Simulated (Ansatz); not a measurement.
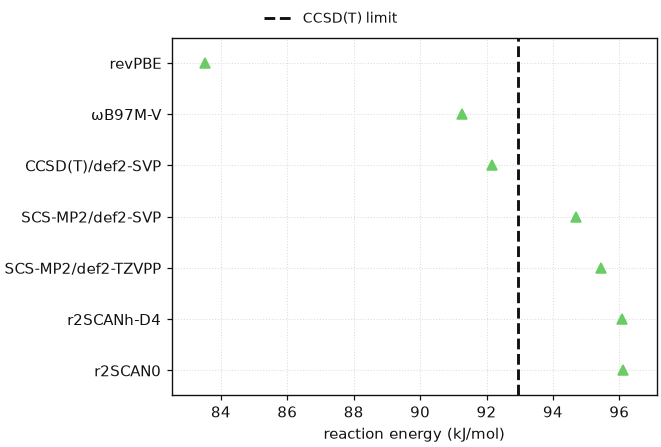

Electronic reaction energy of BSiH₅SO (OBS[SiH3]) + SiHClF₂ (F[SiH](F)Cl) → BSiH₂OClF₂ (OB[Si](F)(F)Cl) + SiH₄S ([SiH3]S) (SMILES in brackets) at several levels (functionals in def2-TZVPP unless a basis is named), isolated molecules at PBE0-D4 triple-zeta geometries, minima by their frequencies, no zero-point or thermal terms, the Ansatz code. The line is frozen-core CCSD(T) at the basis limit (MP2 extrapolated from triple and quadruple zeta, plus CCSD(T) less MP2 in a smaller set). No dispersion term is added to revPBE and r2SCAN0. The distance of CCSD(T)/def2-SVP, SCS-MP2/def2-SVP and SCS-MP2/def2-TZVPP to the limit includes basis error.

Q: What do zero-point energy and temperature add?

A: Zero-point change −4.2 kJ/mol; at 298.15 K and 1 bar the CCSD(T) limit plus thermal terms gives an enthalpy of reaction of 91.2 and a free energy of 88.1 kJ/mol (harmonic PBE0-D4 modes, ideal gas).

Q: Give the values.

A:
```
             level  kJ/mol  less CCSD(T) limit
            revPBE    83.5                −9.4
           ωB97M-V    91.3                −1.7
  CCSD(T)/def2-SVP    92.2                −0.8
  SCS-MP2/def2-SVP    94.7                 1.7
SCS-MP2/def2-TZVPP    95.5                 2.5
        r2SCANh-D4    96.1                 3.1
           r2SCAN0    96.1                 3.2
     CCSD(T) limit    93.0                 0.0
```

Known limits of this run: one conformer of each flexible molecule.
